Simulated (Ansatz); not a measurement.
Molecule (SMILES): [Ga][Cl] (Cl-Ga) (closed-shell singlet).
Atoms: Ga1, Cl2. Bonds: Ga1-Cl2.

Basis-set convergence of the optimised Ga1-Cl2 bond length at MP2 with Ansatz (a quantum-chemistry and plane-wave program). The reference of a correlated method is not its basis-set limit, which lies further on. Cartesian d functions, on some or all atoms, in 6-31G*, 6-311G**; all else is spherical. Cores are frozen (with 3d on Ga to Br). No added dispersion term, no relativity. Reference: the value in aug-cc-pV(Q+d)Z, 2.2257 Å, itself unsure by roughly 0.0032 Å (its mean distance from cc-pV(5+d)Z, def2-QZVPP, cc-pV(Q+d)Z). Deviations are taken from unrounded values.

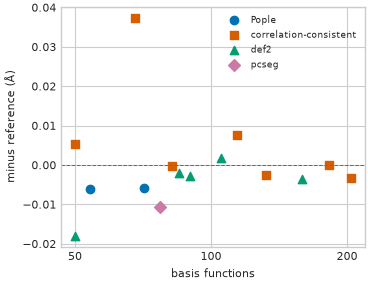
*Deviation from the reference against the number of basis functions, by family of sets.*

```
basis            functions  optimised Ga1-Cl2 bond length (Å)  minus reference (Å)
---------------  ---------  ---------------------------------  -------------------
cc-pV(D+d)Z             50                             2.2311               0.0054
def2-SVP                50                             2.2077              -0.0180
6-31G*                  54                             2.2196              -0.0061
aug-cc-pV(D+d)Z         68                             2.2631               0.0374
6-311G**                71                             2.2199              -0.0058
pcseg-2                 77                             2.2151              -0.0105
cc-pV(T+d)Z             82                             2.2255              -0.0002
def2-TZVP               85                             2.2237              -0.0020
def2-TZVPP              90                             2.2228              -0.0028
def2-TZVPPD            105                             2.2274               0.0018
aug-cc-pV(T+d)Z        114                             2.2333               0.0076
cc-pV(Q+d)Z            132                             2.2231              -0.0026
def2-QZVPP             159                             2.2221              -0.0036
aug-cc-pV(Q+d)Z        182                             2.2257               0.0000
cc-pV(5+d)Z            204                             2.2223              -0.0033
```
